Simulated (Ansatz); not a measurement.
Generalised stacking fault of TiC (rock salt) on the {100} plane. The cell below holds the perfect crystal with the plane normal along z; tilting its third vector by the shift puts one fault into each cell, between planes 2.16 Å apart, at fixed cell height.

```xyz
6
Lattice="3.0607 0.0000 0.0000 0.0000 3.0607 0.0000 1.5304 1.5304 6.4928" Properties=species:S:1:pos:R:3 pbc="T T T"
C      1.2753     1.2753     5.4106
C      1.2753     1.2753     1.0821
C      2.8057     2.8057     3.2464
Ti     2.8057     2.8057     5.4106
Ti     2.8057     2.8057     1.0821
Ti     1.2753     1.2753     3.2464
```

In-plane vectors a = (3.061, 0.000) Å, b = (0.000, 3.061) Å, area 9.37 Å². The shift is s times the vector a (length 3.061 Å), so s = 1 restores the start. The shift is rigid: no atom relaxes. γ = [E(shift) − E(0)] / area.

Computed with r2SCAN (plane waves to 500 eV, PAW, scalar-relativistic; Ansatz, a first-principles code). k mesh 13×13×13 (Γ-centred), Fermi-Dirac smearing 0.05 eV. Energies are extrapolated to zero smearing. Compression counts positive. With partly filled bands, the k mesh leaves noise in γ, roughly 0.02 J/m² as judged from a few cases. Faults lie only 6.5 Å apart, and holding the cell height and the atoms raises γ above its relaxed value. The PAW data are Ansatz's earlier set. TiC is run without spin polarisation. TiC was relaxed with its symmetry unable to fall. γ is measured from zero shift.

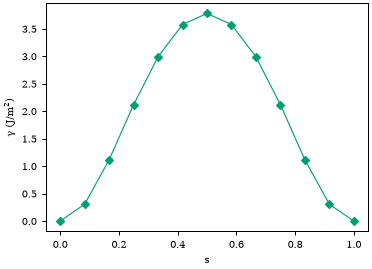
γ (J/m²) against s; computed points joined by lines (the last repeats the first, one period on).

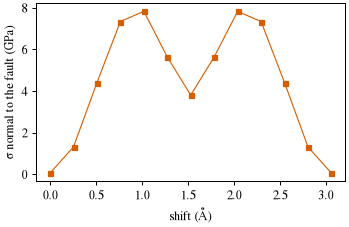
*σ normal to the fault (GPa) against shift (Å); one marker a computed point (the last repeats the first, one period on).*

The highest computed γ on the line is 3.78 J/m² and the steepest slope dγ/d(shift) before the first maximum (spline) comes out as 40 GPa. Local minima between the ends: no computed point is one. Position of the highest point: s = 0.500.

A slope of 1 mJ/m² per Å is 0.01 GPa.

(The slope of γ gives the shear force per area between the displaced halves; near zero shift its curvature is an elastic stiffness.)
